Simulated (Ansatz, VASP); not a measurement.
# Mg (Magnesium) in two plane-wave programs

Aim: how closely do two programs agree when they are given the same cell, functional and k mesh? The cell comes out of the VASP series on this material, whose earlier steps may have relaxed, scaled or displaced it; both programs get it as it stands.

Calculated with Ansatz 0.2.0; plane waves, with VASP 6.6.1 beside it; relaxation of cell and atoms at PBE with D3(BJ).

**1. Starting point**

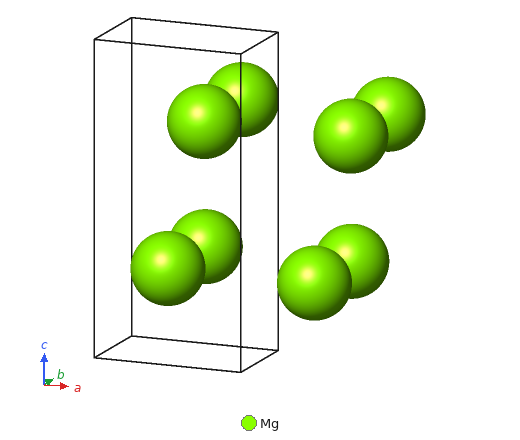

The starting structure, seen slightly off an axis (magnesium green). 2×2×1 cells are drawn.

**2. VASP: relaxation of cell and atoms, PBE with D3(BJ)**

The relaxed volume is the usual yardstick between codes: its relative difference is about their pressure difference at one cell divided by the bulk modulus.

Lines of VASP's logs that name or quote its potential files are left out, and so is its time.

File INCAR:

```
SYSTEM = Mg
PREC = Accurate
ENCUT = 450
EDIFF = 1E-06
NELM = 100
ISMEAR = 1
SIGMA = 0.1
LREAL = .FALSE.
ALGO = Normal
GGA = PE
IVDW = 12
LORBIT = 11
LWAVE = .FALSE.
LCHARG = .FALSE.
KPAR = 2
IBRION = 2
NSW = 50
ISIF = 3
EDIFFG = -0.01
```

File POSCAR:

```
Mg
1.0
    3.1217870487      0.0000000000      0.0000000000
   -1.5608935243      2.7035468894      0.0000000000
    0.0000000000      0.0000000000      5.1486240917
Mg
2
Direct
    0.6666666667      0.3333333333      0.7500000000
    0.3333333333      0.6666666667      0.2500000000
```

File KPOINTS:

```
Automatic mesh
0
Gamma
10 10 6
0 0 0
```

The projector-augmented-wave data sets are Mg (PBE family, release 64).

Launch:

```sh
mpirun -np 2 vasp_std
```

Numbers of over 12 decimals in the logs are rounded to 6 here.

Log:

```text
[banner, memory and clock lines left out]
running    2 mpi-ranks, on    1 nodes
 distrk:  each k-point on    1 cores,    2 groups
 distr:  one band on    1 cores,    1 groups

 POSCAR found type information on POSCAR Mg
 POSCAR found :  1 types and       2 ions
 LDA part: xc-table for (Slater+PW92), standard interpolation
 POSCAR, INCAR and KPOINTS ok, starting setup
 FFT: planning ... GRIDC
 FFT: planning ... GRID_SOFT
 FFT: planning ... GRID
 WAVECAR not read
 entering main loop
       N       E                     dE             d eps       ncg     rms          rms(c)
DAV:   1    -0.247842846223E+00   -0.24784E+00   -0.12189E+03   672   0.422E+02
DAV:   2    -0.297682667546E+01   -0.27290E+01   -0.25378E+01   894   0.269E+01
DAV:   3    -0.300618476752E+01   -0.29358E-01   -0.29373E-01   984   0.337E+00
DAV:   4    -0.300623250663E+01   -0.47739E-04   -0.47736E-04   930   0.128E-01
DAV:   5    -0.300623266771E+01   -0.16108E-06   -0.16134E-06   990   0.598E-03    0.935E-01
DAV:   6    -0.299964274273E+01    0.65899E-02   -0.49981E-04   846   0.249E-01    0.598E-01
DAV:   7    -0.299227616664E+01    0.73666E-02   -0.18962E-03   750   0.426E-01    0.323E-02
DAV:   8    -0.299228379997E+01   -0.76333E-05   -0.13839E-05  1056   0.312E-02    0.692E-03
DAV:   9    -0.299228283973E+01    0.96024E-06   -0.10508E-06   732   0.729E-03
   1 F= -.35913389E+01 E0= -.35909206E+01  d E =-.359134E+01
 curvature:   0.00 expect dE= 0.000E+00 dE for cont linesearch  0.000E+00
 trial: gam= 0.00000 g(F)=  0.165E-48 g(S)=  0.437E-05 ort = 0.000E+00 (trialstep = 0.100E+01)
 search vector abs. value=  0.437E-05
 reached required accuracy - stopping structural energy minimisation
```

Parts of OUTCAR (step 2):

```text
ion  position               nearest neighbor table
   1  0.667  0.333  0.750-   2 3.14   2 3.14   2 3.14   2 3.14   2 3.14   2 3.14
   2  0.333  0.667  0.250-   1 3.14   1 3.14   1 3.14   1 3.14   1 3.14   1 3.14

  LATTYP: Found a hexagonal cell.
 ALAT       =     3.1217870487
 C/A-ratio  =     1.6492553821

 Subroutine GETGRP returns: Found 24 space group operations
 (whereof 12 operations were pure point group operations)

The static configuration has the point symmetry D_3d.
 The point group associated with its full space group is D_6h.

 Found     56 irreducible k-points:

   k-points           NKPTS =     56   k-points in BZ     NKDIM =     56   number of bands    NBANDS=      6

   dimension x,y,z NGX =    24 NGY =   24 NGZ =   36
   dimension x,y,z NGXF=    48 NGYF=   48 NGZF=   72

   ENCUT  =  450.0 eV  33.07 Ry    5.75 a.u.   5.40  5.40  8.91*2*pi/ulx,y,z

   NELECT =       4.0000    total number of electrons

 k-points in reciprocal lattice and weights: Automatic mesh
   0.00000000  0.00000000  0.00000000       0.002
   0.10000000 -0.00000000  0.00000000       0.010
   0.20000000 -0.00000000  0.00000000       0.010
   0.30000000 -0.00000000  0.00000000       0.010
   0.40000000 -0.00000000  0.00000000       0.010
   0.50000000  0.00000000  0.00000000       0.005
   0.10000000  0.10000000  0.00000000       0.010
   0.20000000  0.10000000  0.00000000       0.020
   0.30000000  0.10000000  0.00000000       0.020
[...]
0.40000000  0.20000000  0.50000000       0.010
   0.30000000  0.30000000  0.50000000       0.010

 average (electrostatic) potential at core
       1 -38.8419       2 -38.8419

 E-fermi :   3.0571

 k-point     1 :       0.0000    0.0000    0.0000
  band No.  band energies     occupation
      1      -4.2448      2.00000
      2       1.0683      2.00000
      3       1.5416      2.00000
      4      14.3615      0.00000
      5      14.3616      0.00000
      6      14.6269      0.00000

 k-point     2 :       0.1000   -0.0000    0.0000
  band No.  band energies     occupation
      1      -4.0384      2.00000
      2       1.2560      2.00000
      3       1.7413      2.00000
      4      11.5047      0.00000
      5      12.9699      0.00000
      6      13.6997      0.00000

 k-point     3 :       0.2000   -0.0000    0.0000
  band No.  band energies     occupation
      1      -3.4222      2.00000
      2       1.8199      2.00000
      3       2.3274      2.00000
      4       8.4140      0.00000
      5      11.7832      0.00000
      6      12.0759      0.00000

 Edisp (eV)   -0.59906

  Total       0.00865     0.00865     0.00565     0.00000     0.00000     0.00000
  in kB       0.31877     0.31877     0.20818     0.00000     0.00000     0.00000
  external pressure =        0.28 kB  Pullay stress =        0.00 kB

  energy-cutoff  :      450.00
  volume of cell :       43.45
      direct lattice vectors                 reciprocal lattice vectors
     3.121787049  0.000000000  0.000000000     0.320329345  0.184942233  0.000000000
    -1.560893524  2.703546889  0.000000000     0.000000000  0.369884467  0.000000000
     0.000000000  0.000000000  5.148624092     0.000000000  0.000000000  0.194226648

 POSITION                                       TOTAL-FORCE (eV/Angst)
 -----------------------------------------------------------------------------------
      1.56089      0.90118      3.86147        -0.000000      0.000000      0.000000
     -0.00000      1.80236      1.28716         0.000000     -0.000000      0.000000
 -----------------------------------------------------------------------------------
    total drift:                                0.000000     -0.000000      0.000000

  FREE ENERGIE OF THE ION-ELECTRON SYSTEM (eV)
  ---------------------------------------------------
  free  energy   TOTEN  =        -3.5913389406 eV

  energy  without entropy=       -3.5900838428  energy(sigma->0) =       -3.59092057

 reached required accuracy - stopping structural energy minimisation

 total charge
# of ion       s       p       d       tot
------------------------------------------
    1        0.214   0.134   0.013   0.361
    2        0.214   0.134   0.013   0.361
--------------------------------------------------
tot          0.428   0.268   0.026   0.723

[... 3 further parts left out ...]
```

CONTCAR:

```
Mg
   1.00000000000000
     3.1217870486999999    0.0000000000000000    0.0000000000000000
    -1.5608935242999999    2.7035468894000001    0.0000000000000000
     0.0000000000000000    0.0000000000000000    5.1486240917000003
  Mg
     2
Direct
     0.6666666667000030    0.3333333332999970    0.7500000000000000
     0.3333333332999970    0.6666666667000030    0.2500000000000000
```

**3. Ansatz: relaxation of cell and atoms, PBE with D3(BJ)**

Ansatz runs on its default PAW (the set named soft_2) files.

The same cell, functional, mesh and smearing now go to Ansatz, which takes its cutoff from its data sets.

File input.yaml:

```yaml
crystal:
  lattice:
    - [3.1217870487, 0.0, 0.0]
    - [-1.5608935243, 2.7035468894, 0.0]
    - [0.0, 0.0, 5.1486240917]
  atoms:
    - { symbol: Mg, position: [0.6666666667, 0.3333333333, 0.75] }
    - { symbol: Mg, position: [0.3333333333, 0.6666666667, 0.25] }
hamiltonian:
  xc: pbe
  pseudopotentials: { kind: paw }
  dispersion: d3bj
kpoints:
  mp_grid: { grid: [10, 10, 6] }
scf:
  occupations: { method: methfessel_paxton, width: 0.1 }
relax:
  f_tol: 0.01
  max_steps: 60
  cell: { stress_tol: 0.05 }
output:
  forces: true
  stress: true
```

Launch:

```sh
ansatz run input.yaml --threads 4 --pin off --max-ram 9216MiB --backend cpu --events-out ev --progress --plain --runs-dir out
```

Log:

```text
Engine: ansatz 0.2.0, aarch64-unknown-linux-gnu
Pseudopotentials: kind: paw
Pseudopotential: Mg, paw, valence charge 10, recommended cutoff 420 eV (normal), Mg.paw.azcp
Functional definition: PBE
  parameter kappa = 0.804
  parameter beta = 0.066725
  exchange = pbe_x(kappa = kappa, mu = beta*pi^2/3)
  correlation = pbe_c(beta = beta)
Crystal: 2 atoms, lattice volume = 43.454 Å³
Basis set: ecut = 420 eV, 833 PW (Γ), exchange–correlation on 48×48×72 points (8 copies of the dense FFT grid, shifted against one another)
Bands: 14, of which v1, the nominal top of the filled ones, is band 10 counted from 1 (9 counted from 0)
Symmetry: 24 space group operations
Space group: P63/mmc (ITA 194), of the structure as read, at distance tolerance 3.5e-5 Å
k-points: 56 of 600
Non-local potential: Mg, projectors of the file, l = 0: 3, l = 1: 2, l = 2: 1
PAW form: soft (Blöchl's): semilocal exchange-correlation on the pseudo side does not see the compensation charge
PAW one-centre angular grid: Mg, 110 points (default); XC on 64 Gauss nodes
Initial density: superposition of atomic densities (neutral atoms: chi_scale 0, normalization atom), corrected by the library's trained network
Initial wavefunctions: pseudopotential atomic-orbital guess
Functional: x = pbe(κ = 0.804, μ = 0.219515), c = pbe(β = 0.066725)
SCF iter   1: F=—  HF=-3848.182454 eV  |F-HF|=—  |Δ(HF+E_count)|=         —  Δρ=8.13e-4  dr2=3.37e-4  ethr=1.77e-3  ⟨swp⟩=5.0  Hψ=3942  notcnv=0
preconditioner: auto → none  [metal: Δε(μ)=0.002 eV  Ē_g=7.172 eV  σ=0.100 eV  W_gap=0.02  n_scr=8 (ndim 8)  ℏωp=11.3 eV  f_vac=0.000  D(μ)=1.53/eV (n_scr^D=10)  sad-step TF]
SCF iter   2: F=—  HF=-3848.182153 eV  |F-HF|=—  |Δ(HF+E_count)|=   3.01e-4  S|Δr|=    0.00e0  Δρ=5.39e-4  dr2=1.51e-4  ethr=1.69e-6  ⟨swp⟩=2.7  Hψ=1765  notcnv=0
SCF iter   3: F=—  HF=-3848.182155 eV  |F-HF|=—  |Δ(HF+E_count)|=   1.95e-6  S|Δr|=    0.00e0  Δρ=2.30e-4  dr2=1.50e-5  ethr=7.53e-7  ⟨swp⟩=2.0  Hψ=1260  notcnv=0
SCF iter   4: F=—  HF=-3848.182147 eV  |F-HF|=—  |Δ(HF+E_count)|=   7.63e-6  S|Δr|=    0.00e0  Δρ=9.67e-5  dr2=3.01e-6  ethr=7.52e-8  ⟨swp⟩=2.9  Hψ=1466  notcnv=0
SCF iter   5: F=-3848.182146 eV  HF=-3848.182146 eV  |F-HF|=5.53e-8  |Δ(HF+E_count)|=   1.55e-6  S|Δr|=    0.00e0  Δρ=1.58e-5  dr2=7.24e-8  ethr=5.00e-10  ⟨swp⟩=3.0  Hψ=3222  notcnv=0
SCF 1 converged in 5 iterations: F = -3848.182146 eV  dr2 = 7.24e-8
  greatest PAW one-centre occupation: 1.000 electrons in one spin orbital (limit 2), on the Mg atom at site 1 (counted from 0), in its partial waves of l = 0
relax step   1: F+E_penalty+E_count = -3848.18214579 eV  Δ(F+E_penalty+E_count) = +0.000e0 eV  max|allowed force component| = 3.701e-17 eV/Å  Δτ_max = 0.0000 Å  P = +0.147 GPa  Ω = 43.454 Å³  (5 SCF iters, dr2 threshold 1.00e-7 eV, accepted)
[...]
relax step   2: F+E_penalty+E_count = -3848.18221641 eV  Δ(F+E_penalty+E_count) = -7.061e-5 eV  max|allowed force component| = 6.939e-18 eV/Å  Δτ_max = 0.0000 Å  P = +0.018 GPa  Ω = 43.596 Å³  energy of the carried Pulay correction = -2.812e-6 eV  (3 SCF iters, dr2 threshold 5.90e-8 eV, accepted)
[...]
relax step   3: F+E_penalty+E_count = -3848.18221907 eV  Δ(F+E_penalty+E_count) = -2.660e-6 eV  max|allowed force component| = 1.156e-17 eV/Å  Δτ_max = 0.0000 Å  P = +0.018 GPa  Ω = 43.596 Å³  stress off target by 1.98e-2 GPa  SCF on the basis re-selected at this cell (its energy is not comparable with the rows above)  (4 SCF iters)
basis re-selected at this cell: Δ(F+E_penalty+E_count) = -2.660e-6 eV, ΔP = -0.000 GPa vs the last step (what re-selecting the basis moved, of the pressure what is left beyond the Pulay correction that the steps carried, after the strain that the cell walked since its last selection, with what the two solves' SCF thresholds leave and, on support functions, any second-order correction that the steps lacked; it is no m [...]
SCF converged after 4 iterations
Stability not checked: this state was not tested for a lower state beside it, because cold or Methfessel-Paxton smearing, or corrected tetrahedra, fill the levels in a way that the test cannot read (fill_not_monotonic; see scf.lower_state_search)
Free energy (F): -3848.182219 eV
Harris-Foulkes:  -3848.182219 eV  (|F-HF|=0.00e0)
Internal energy: -3848.180913 eV  (E = F + TS)
E sigma→0 (E₀):  -3848.181893 eV
Entropy (-TS):   -0.001306 eV (-0.653 meV/atom)
Fermi energy:    6.218474 eV
--- Per-component energies (eV) ---
  E_band       = -705.255080
  E_kinetic    = 150.371296
  E_local      = -3199.915589  (includes V_loc(G=0)·N_el)
  E_nonlocal   = 191.436682
  E_hartree    = 1141.350925
  E_xc         = -57.257642
  E_vxc        = -73.884116  (∫ρ·V_xc dr)
  E_paw        = -584.785808  (= ΣΔE_a)
  E_vpaw       = -55.965234  (= ΣTr[D̂ρ^β])
  E_aug_tail   = -0.000006  (compensation charges beyond the density's cutoff)
  E_ewald      = -1488.783521
  E_disp       = -0.597251  (pairwise vdW)
  E_smearing   = -0.001306  (= −TS)
  E_closure    = 0.000000  (closes the sum)
  Σ components = -3848.182219   (vs F -3848.182219, Δ=0.00e0)
--- Forces (eV/Å), atoms counted from 1 ---
  atom   1  Mg    -0.00000000    -0.00000000     0.00000000
  atom   2  Mg     0.00000000     0.00000000    -0.00000000
  max |Σ_I F_I| component: 1.39e-17 eV/Å
--- Stress (GPa, compression-positive) ---
        0.019771      -0.000000      -0.000000
       -0.000000       0.019771      -0.000000
       -0.000000      -0.000000       0.013463
  P = ⅓ Tr σ = 0.0177 GPa (0.177 kbar)
--- Relaxed structure (2 steps of the walk, 2 accepted, 1 SCFs on fresh bases) ---
  F+E_penalty+E_count = -3848.18221907 eV   max|allowed force component| = 1.156e-17 eV/Å   (the final SCF, on the basis selected at the relaxed cell)
  cell:  # Å, volume = 43.5960 Å³
    - [3.125369, -2.8900634074411028e-11, 0.0]
    - [-1.562684, 2.706649, 0.0]
    - [0.0, 0.0, 5.153628]
  atoms:
    - { symbol: Mg, position: [0.666667, 0.333333, 0.750000] }
    - { symbol: Mg, position: [0.333333, 0.666667, 0.250000] }
```

Run time: 1.6 s. Hardware: 4 threads of Arm Neoverse V2, shared host; peak memory 0.3 GiB; 3.8 s of CPU time.

**4. Side by side**

Known differences besides the PAW data sets themselves: both relaxations stop at a tolerance, which leaves soft axes loose, and VASP keeps its plane-wave basis; the data sets hold 20 valence electrons in Ansatz (default PAW (the set named soft_2) files) and 4 in VASP; the cutoff is 420 eV in Ansatz and 450 eV in VASP; VASP leaves aspherical gradient terms in its spheres out (LASPH is not set), Ansatz keeps them; Ansatz adds a Pulay correction to the stress that steers its cell, VASP none. Total energies have different zeros and are not compared.

The two programs side by side:

```
                                         quantity  Ansatz   VASP  difference
                                      volume (Å³)   43.60  43.45     +0.33 %
edge a after relaxation, in the typed setting (Å)   3.125  3.122     +0.12 %
edge c after relaxation, in the typed setting (Å)   5.154  5.149     +0.10 %
```

The walks stopped with 0.02 GPa left in Ansatz and 0.03 GPa in VASP; each walk ends within a tolerance, so the volume difference is uncertain by about these residues over the bulk modulus, most in soft cells.

**5. Results**

- difference in volume (relaxation of cell and atoms, PBE with D3(BJ)): 0.33 %

The difference in volume is 0.33 % (relaxation of cell and atoms, PBE with D3(BJ)), within the 1.2 % picked in this series as the mark of a large difference, as far as the stopping tolerances let one tell. Differences of this kind measure data sets and numerical settings, not the functional's error against experiment.

[Lines on the potential files, build, host, timing and source positions are cut from VASP's logs without a mark.]

[Logs are printed without paths, hosts, clocks, repeated set-up lines and the standing remarks that a program may print on its own settings, such as how far it seeks lower states.]

[Hosts, paths, dates, database ids (printed as entryN), source tags and the programs' standing remarks are cut or masked in the printed files.]
